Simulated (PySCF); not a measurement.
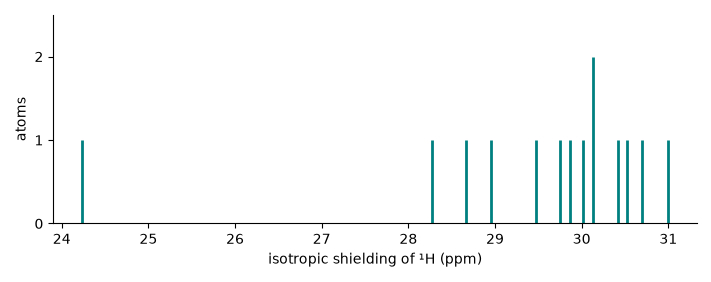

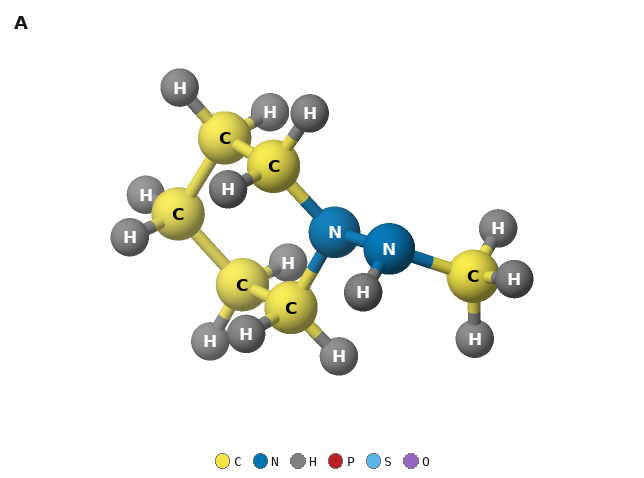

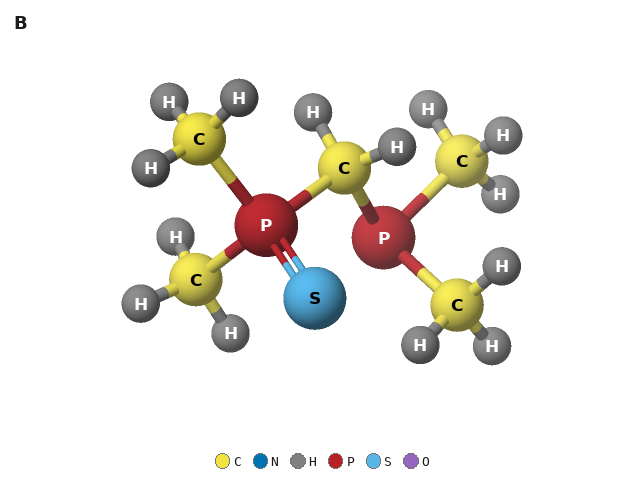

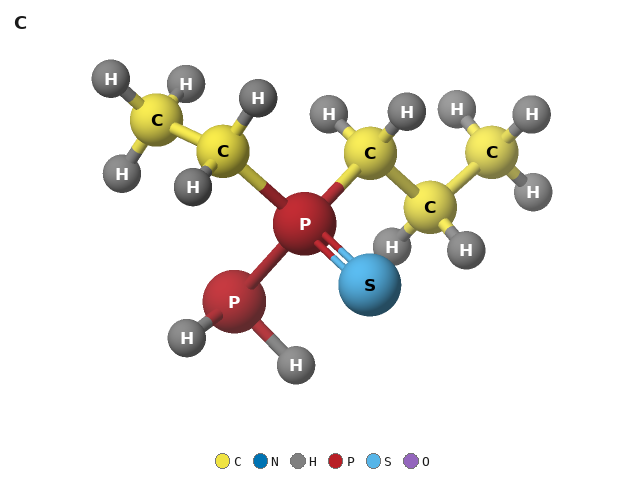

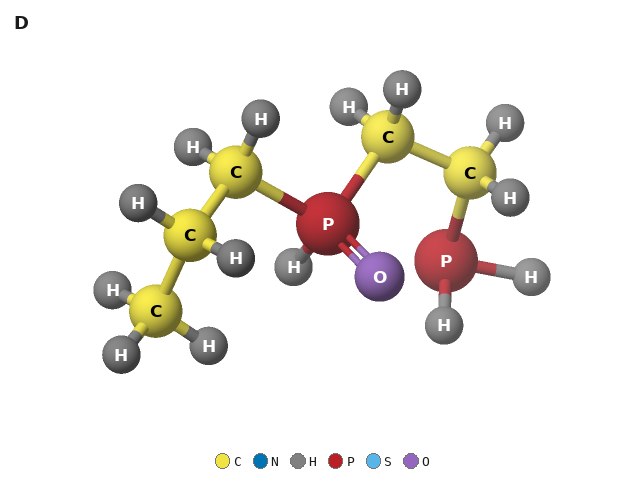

The sticks are computed shieldings of one of the molecules, for one fixed geometry (GFN2-xTB) without averaging over rotations. Low shielding means a high chemical shift. Method: GIAO PBE0/pcSseg-1 NMR shielding, non-relativistic, gas phase (PySCF 2.14.0).

> Match the spectrum to a structure.

D, `CCC[P@H](=O)CCP`. Its 14 H atoms give lines at 24.24, 28.28, 28.67, 28.95, 29.47, 29.75, 29.87, 30.02, 30.13 (2 atoms), 30.41, 30.52, 30.69, 30.99 ppm.

The geometry is semi-empirical. Around P such bond lengths and angles can be off by a tenth of an ångström or more and by several degrees, and values that hang on the shape move with them.
